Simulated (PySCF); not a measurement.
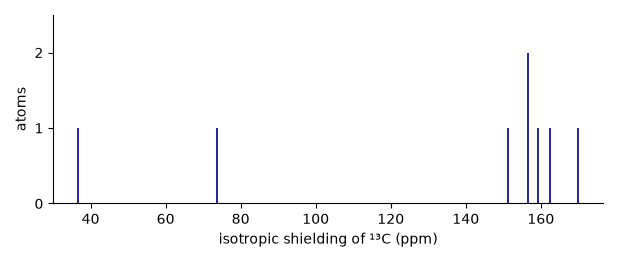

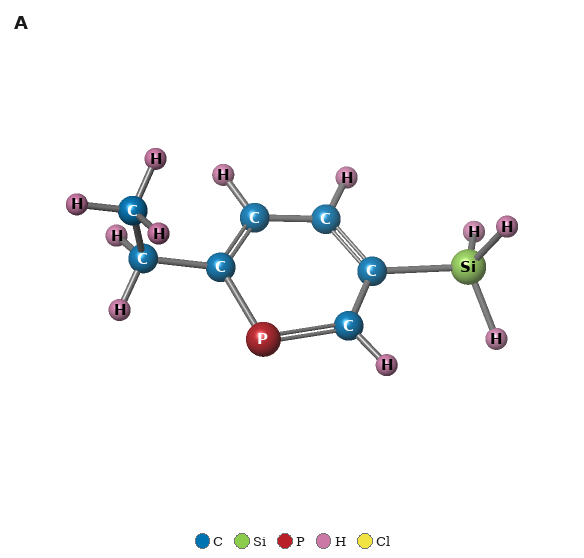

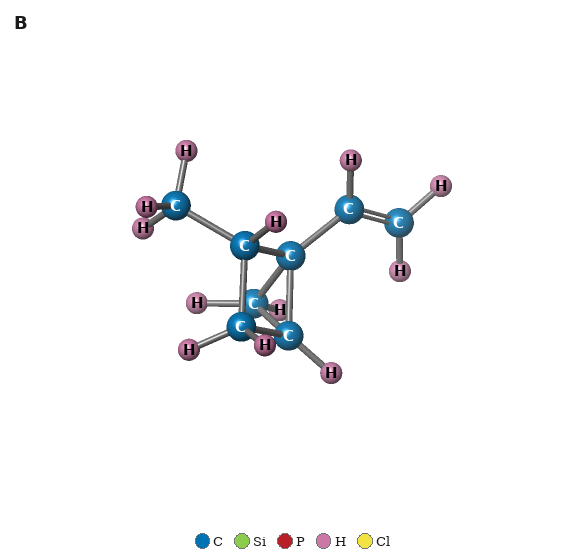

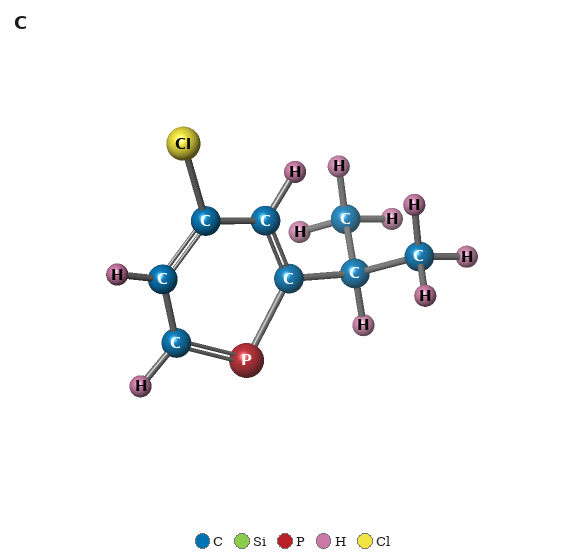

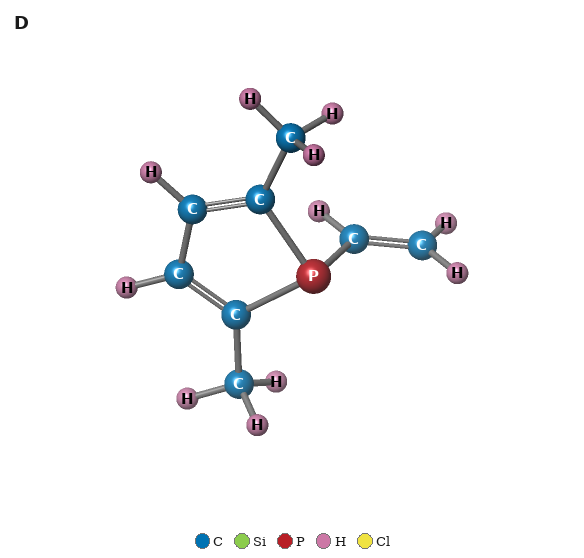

The sticks are computed shieldings of one of the molecules, for one fixed geometry (GFN2-xTB) without averaging over rotations. Low shielding means a high chemical shift. Method: GIAO PBE0/pcSseg-1 NMR shielding, non-relativistic, gas phase (PySCF 2.14.0).

Which molecule gives this pattern?

Answer. B, `C=C[C@@]12C[C@@H]1C[C@@H]2C`. Its 8 C atoms give lines at 36.7, 73.7, 151.3, 156.5 (2 atoms), 159.2, 162.4, 169.9 ppm.

The geometry is semi-empirical. Around P, Si such bond lengths and angles can be off by a tenth of an ångström or more and by several degrees, and values that hang on the shape move with them.
